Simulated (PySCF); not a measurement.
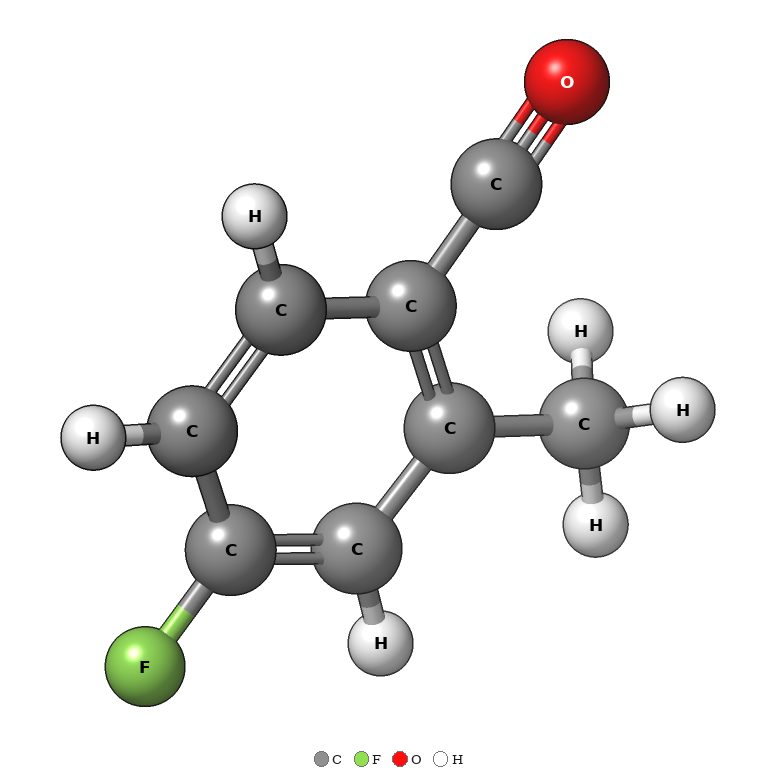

The picture shows a molecular structure as a ball-and-stick model.

The species has charge +1 and is a spin singlet. The computed structure is the end point of a GFN2-xTB optimisation. No frequency run is at hand to confirm it as a minimum.

Identify the structure.

Formula C₈H₆FO⁺. Its SMILES string is `Cc1cc(F)ccc1C#[O+]`. Independent rings (smallest set): 1 of 6 members, 1 of them aromatic. Among its groups: C–F bond. This geometry has Cs symmetry. Coordination: 1 C tetrahedral; 6 C trigonal planar; 1 C linear.

The parts below concern this one geometry. Atoms keep their numbers from picture to picture.

Geometry

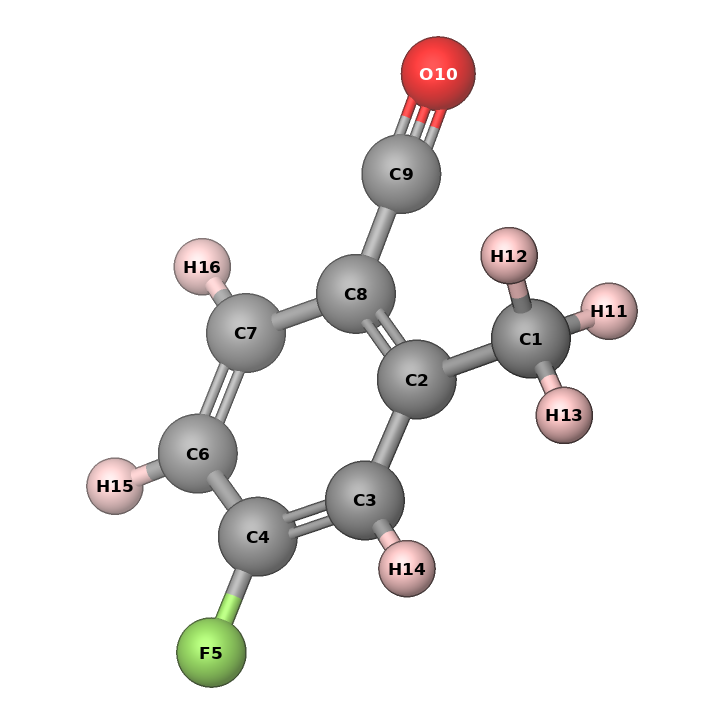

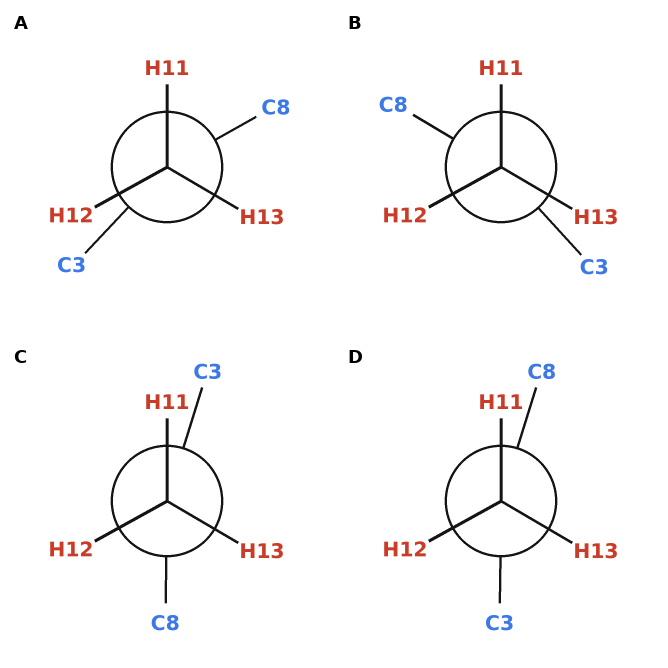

Atoms fade into the background with distance from the viewer. Bonds that would overlap in a projection are set slightly apart. No frequency run is at hand to confirm it as a minimum.

Which Newman projection shows the view along C1–C2, with C1 in front?

B. The torsion angle H11–C1–C2–C3 is 121°, anticlinal.

Ring current

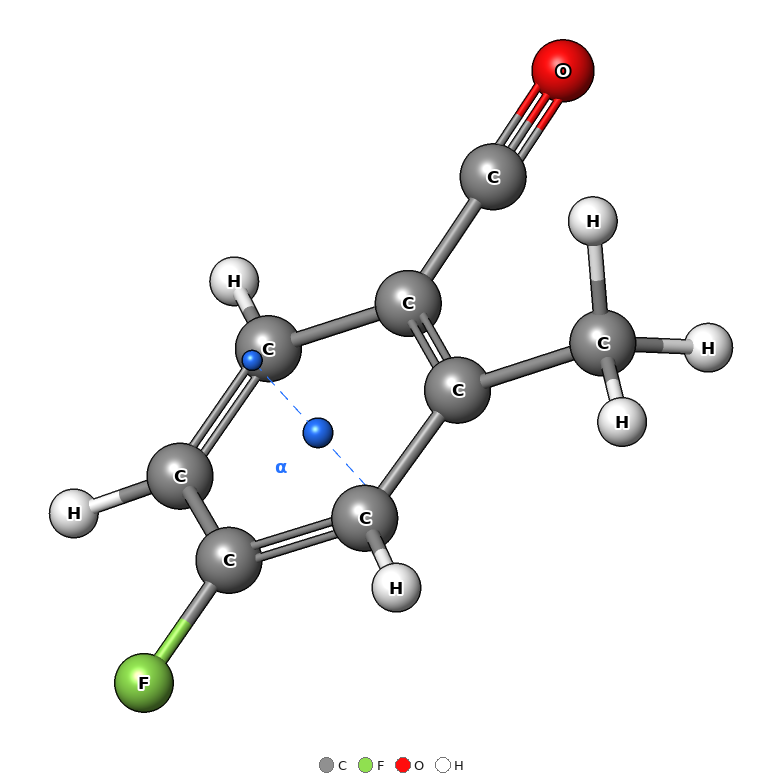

The small points mark where nucleus-independent chemical shifts (NICS) were computed: at the centre of each lettered ring and 1 Å above and below it. No frequency run is at hand to confirm it as a minimum. Method: GIAO PBE0/pcSseg-1 NMR shielding, non-relativistic, gas phase (PySCF 2.14.0).

Give NICS(0), NICS(1) and the out-of-plane component NICS(1)zz for each ring (means of the two sides).

```csv
ring,members,NICS(0),NICS(1),NICS(1)zz
α,C6,−7.5,−9.0,−19.4
```

Values in ppm.

What do the values say about the ring currents?

Ring α: diatropic, as in an aromatic ring. NICS is one index among several.

Polarisability

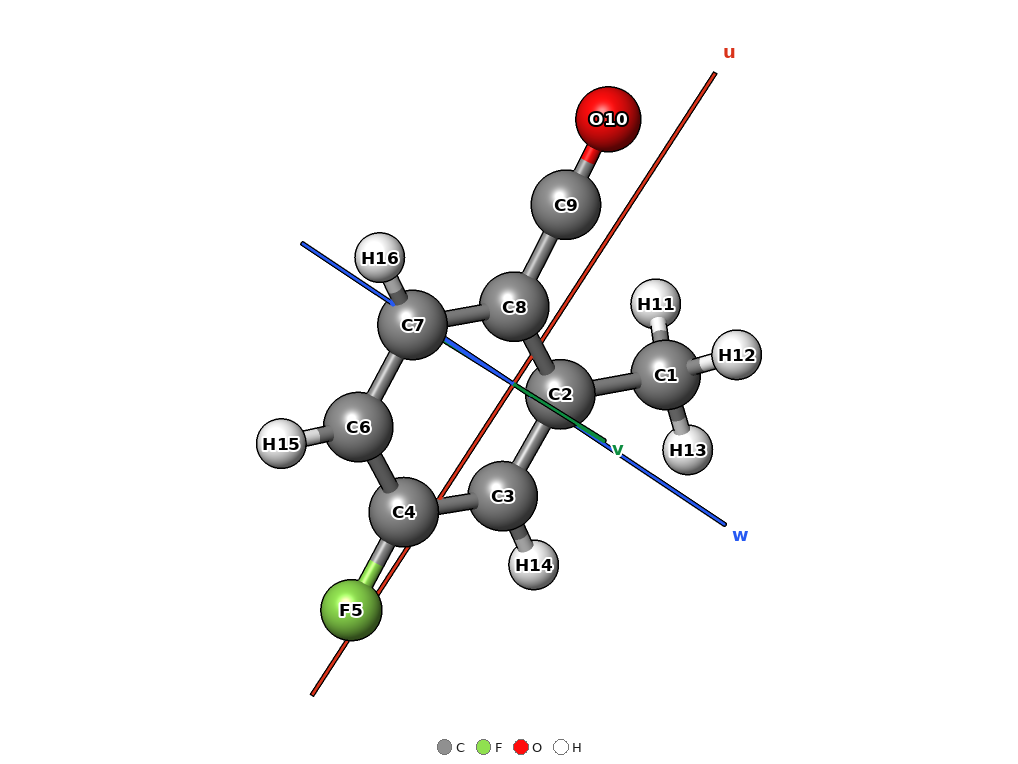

The lines u, v and w are the principal axes of the static dipole polarisability. No frequency run is at hand to confirm it as a minimum. Method: PBE0/def2-SVPD (PySCF 2.14.0).

Along which axis is the molecule most polarisable, and along which least?

Most along u (nearly parallel to the C2–C3 bond), least along v.

Give the three principal values.

u 131.9, v 49.6, w 93.3 bohr³; mean 91.6, anisotropy 71.3 bohr³.

Excitation

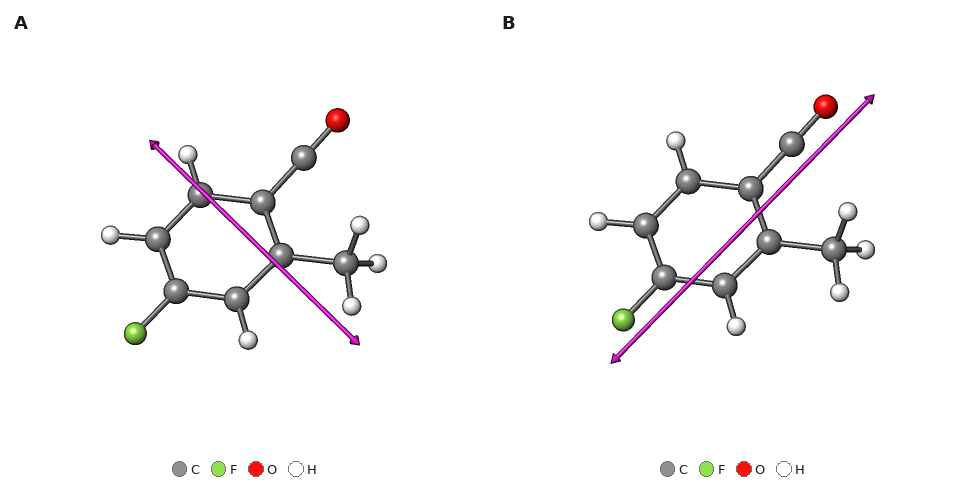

The double arrows show the directions of two transition dipoles from the ground state (lengths mean nothing). No frequency run is at hand to confirm it as a minimum. Method: TDDFT PBE0/def2-SVPD, vertical, gas phase, core orbitals frozen in the response (PySCF 2.14.0).

One belongs to singlet state 1 and one to singlet state 4. Which is which?

A: state 1, 4.18 eV (297 nm), oscillator strength 0.065, mainly HOMO → LUMO (weight 0.94).
B: state 4, 4.96 eV (250 nm), oscillator strength 0.27, mainly HOMO−1 → LUMO (weight 0.88).
